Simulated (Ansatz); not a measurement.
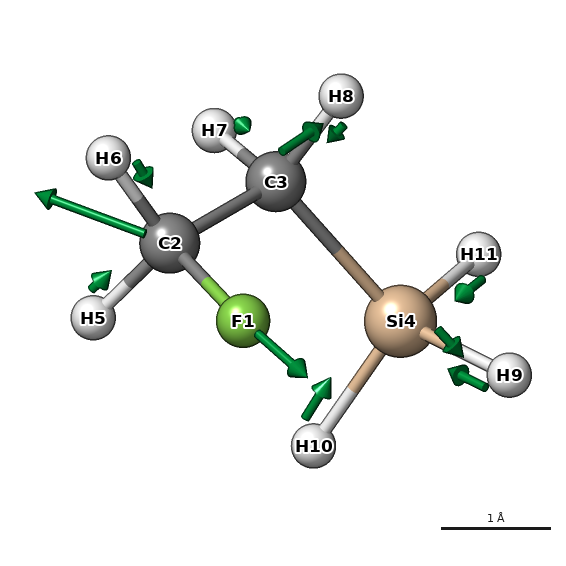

Arrows show the forces on the atoms, 3 Å of arrow for 1 eV/Å; forces under a tenth of the largest aren't drawn. Level of theory: ωB97M-V/def2-TZVPP (Ansatz 0.2.0).

> On which atom is the force largest, and how large is it?

On C2: 0.38 eV/Å.

> Along which bond is the force strongest?

F1–C2, now 1.388 Å: the forces push its atoms apart, so a first step downhill lengthens it.

List the force components in the frame of the picture (x right, y up, z towards the viewer), in eV/Å.

```tsv
atom	Fx	Fy	Fz
F1	0.15	−0.14	0.16
C2	−0.34	0.13	−0.11
C3	0.13	0.09	−0.12
Si4	0.08	−0.09	−0.04
H5	0.06	0.06	0.04
H6	0.05	−0.08	−0.05
H7	0.04	−0.03	0.06
H8	−0.05	−0.06	−0.03
H9	−0.12	0.06	−0.11
H10	0.08	0.13	0.06
H11	−0.08	−0.07	0.13
```
